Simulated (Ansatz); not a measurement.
# Calculations on CH6OSi

Part 1: Relaxation

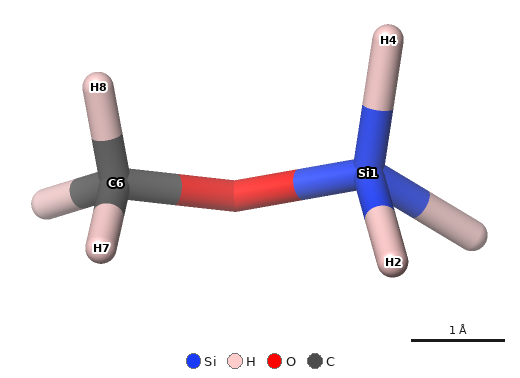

This is the input geometry for a relaxation of CH$_{6}$OSi. The picture is a stick view, seen face on.

The run prepares an end point of a later path (reaction) calculation, from a guessed geometry.

These are results of RKS PBE/cc-pVDZ in Ansatz, not measurements.

Input file:
```yaml
crystal:
  periodic: [false, false, false]
  atoms:
    - { symbol: Si, position_ang: [0.159812, -0.050631, 0.139471] }
    - { symbol: H, position_ang: [0.634513, 0.10404, 1.51251] }
    - { symbol: H, position_ang: [1.57117, 0.161832, -0.160882] }
    - { symbol: H, position_ang: [-0.790039, 1.023985, -0.322036] }
    - { symbol: O, position_ang: [-0.337699, -1.614834, -0.283424] }
    - { symbol: C, position_ang: [-1.483132, -2.251867, 0.272615] }
    - { symbol: H, position_ang: [-1.393442, -2.372658, 1.377549] }
    - { symbol: H, position_ang: [-2.425132, -1.697465, 0.060136] }
    - { symbol: H, position_ang: [-1.562251, -3.258602, -0.18134] }
basis:
  gaussian: { orbitals: cc-pVDZ }
hamiltonian:
  xc: pbe
relax:
  f_tol: 0.03
  max_steps: 50
```

Command:
```bash
ansatz run input.yaml --threads 1 --pin off --max-ram 2048MiB --backend cpu --events-out ev --progress --plain --runs-dir out
```

Question: Predict the outcome.

Answer: The atom that moves furthest after the best rigid fit is H3 (0.35 Å). Largest moves by element: H 0.35 Å, O 0.11 Å, Si 0.10 Å, C 0.05 Å. Among the contacts that change: Si1–H2 1.461 → 1.515 Å, Si1–H3 1.459 → 1.503 Å, Si1–O5 1.695 → 1.703 Å, Si1–H4 1.507 → 1.515 Å. Bond angles that change, for instance: H2–Si1–H3 82.2° → 110.6°, H2–Si1–H4 114.7° → 108.1°, H3–Si1–O5 111.5° → 105.1°. After 5 geometry steps the energy has fallen by 49.4 kJ/mol. The largest force component goes from 1.6 to 0.019 eV/Å.

Final geometry:

```xyz
9

Si    0.2316   -0.0785    0.2033
H     0.4154    0.0339    1.7025
H     1.5340    0.1583   -0.5078
H    -0.8010    0.9443   -0.2227
O    -0.2385   -1.6533   -0.2438
C    -1.4445   -2.2132    0.2710
H    -1.4257   -2.3022    1.3824
H    -2.3420   -1.6155   -0.0139
H    -1.5556   -3.2301   -0.1563
```

The end point in the same view:

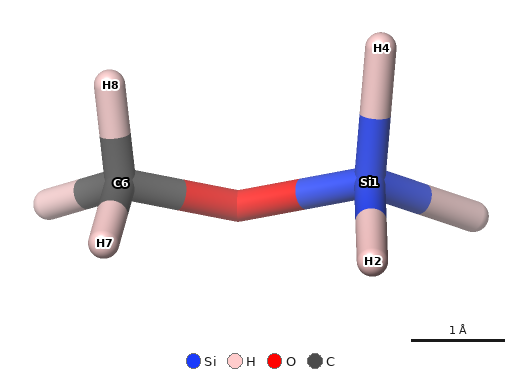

Part 2: Relaxation

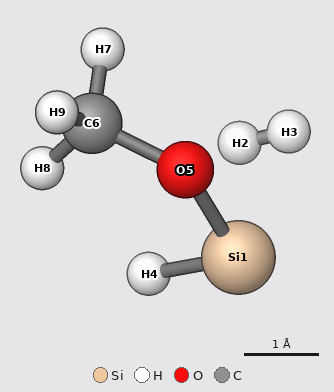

This is the input geometry for a relaxation of CH6OSi. Style: ball-and-stick. Shown from a free direction.

The run prepares an end point of a later path (reaction) calculation, from a guessed geometry.

Method: RKS PBE/cc-pVDZ in Ansatz.

The input:
```yaml
crystal:
  periodic: [false, false, false]
  atoms:
    - { symbol: Si, position_ang: [-0.065104, -0.108815, -1.066256] }
    - { symbol: H, position_ang: [0.922892, 0.290688, 1.372348] }
    - { symbol: H, position_ang: [1.538037, 0.087925, 1.047427] }
    - { symbol: H, position_ang: [-1.055784, 0.601037, -0.059082] }
    - { symbol: O, position_ang: [-0.521783, -1.717533, -0.73478] }
    - { symbol: C, position_ang: [-1.434116, -2.176018, 0.262567] }
    - { symbol: H, position_ang: [-0.861553, -2.543924, 1.148784] }
    - { symbol: H, position_ang: [-2.125931, -1.362421, 0.595308] }
    - { symbol: H, position_ang: [-2.022858, -3.02714, -0.151716] }
basis:
  gaussian: { orbitals: cc-pVDZ }
hamiltonian:
  xc: pbe
relax:
  f_tol: 0.03
  max_steps: 50
```

Launched with:
```bash
ansatz run input.yaml --threads 1 --pin off --max-ram 2048MiB --backend cpu --events-out ev --progress --plain --runs-dir out
```

Where does the relaxation end?

Answer. The atom that moves furthest after the best rigid fit is H7 (0.26 Å). Largest moves by element: H 0.26 Å, Si 0.15 Å, O 0.14 Å, C 0.04 Å. Some distances before and after: H2–H3 0.725 → 0.780 Å, C6–H7 1.117 → 1.112 Å. The energy falls by 5.76 kJ/mol in 10 accepted moves (11 points after the start). The largest force component goes from 1.6 to 0.017 eV/Å. The line search rejected the trial step at point 6 of the run. The forces were under the threshold at step 7, but the run went on from there.

History of the run:

```
step  E − E(0), kJ/mol  largest force component, eV/Å      note
   0              0.00                         1.6156          
   1             -4.89                         0.0637          
   2             -5.37                         0.0410          
   3             -5.40                         0.1704          
   4             -5.45                         0.1231          
   5             -5.60                         0.0324          
   6             -5.58                         0.0536  rejected
   7             -5.64                         0.0090          
   8             -5.71                         0.0454          
   9             -5.74                         0.0514          
  10             -5.75                         0.0314          
  11             -5.76                         0.0167
```

The structure at the end:

```xyz
9

Si    0.0290   -0.1560   -0.9630
H     0.9246    0.4150    1.3764
H     1.4969    0.2307    0.8797
H    -1.0353    0.5744   -0.0536
O    -0.4412   -1.7581   -0.6262
C    -1.4508   -2.2130    0.2717
H    -0.9765   -2.7766    1.1049
H    -2.0407   -1.3674    0.6930
H    -2.1322   -2.9052   -0.2683
```

The end point in the same view:

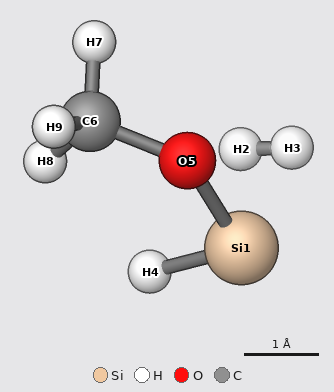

Limits of the set-up: the start holds two separate molecules, 2.5 Å apart at their closest, whose relative position is a soft coordinate and is computed without a dispersion correction.

Part 3: Path

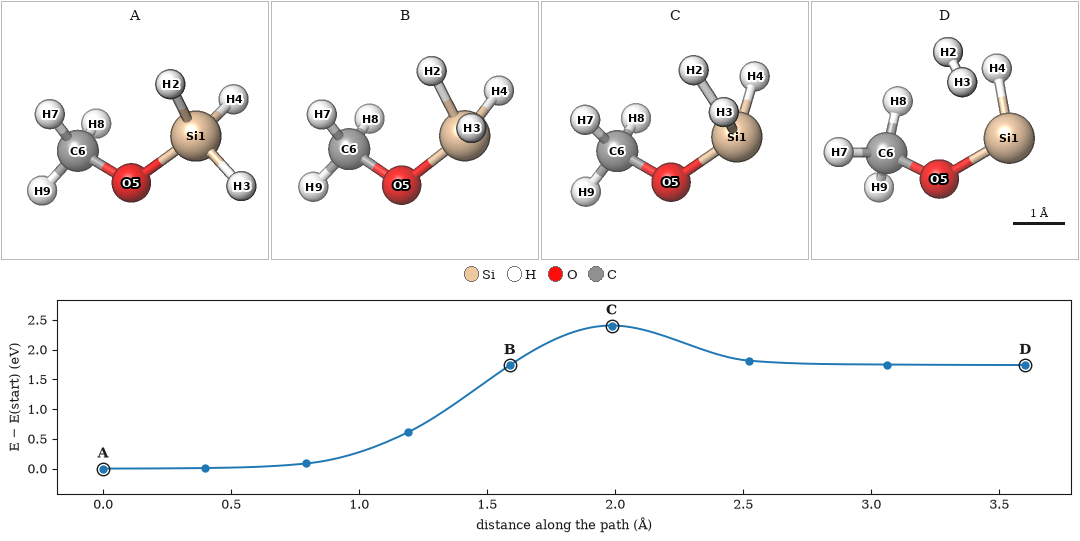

A nudged-elastic-band calculation for CH$_{6}$OSi. Images are numbered from 0 (start) to 8 (end). Frames A to D are images 0, 4, 5, 8. Style: ball-and-stick. Shown at a tilt.

Computed with Ansatz, RKS PBE/cc-pVDZ. Settings: 7 movable images; climbing image; force threshold 0.05 eV/Å; iteration limit 60; starting path through a guess of the saddle point.

> Describe the mechanism and the energy profile.

Breaking: Si1–H2 (1.51 → 1.72 at the top → 2.57 Å), Si1–H3 (1.50 → 1.54 at the top → 2.39 Å). Forming: H2–H3 (2.48 → 1.26 at the top → 0.78 Å). Forward barrier 2.41 eV, backward barrier 0.66 eV, with image 5 at the top; the reaction energy is +1.74 eV. The band converged in 17 iterations, with a climbing image at the top.
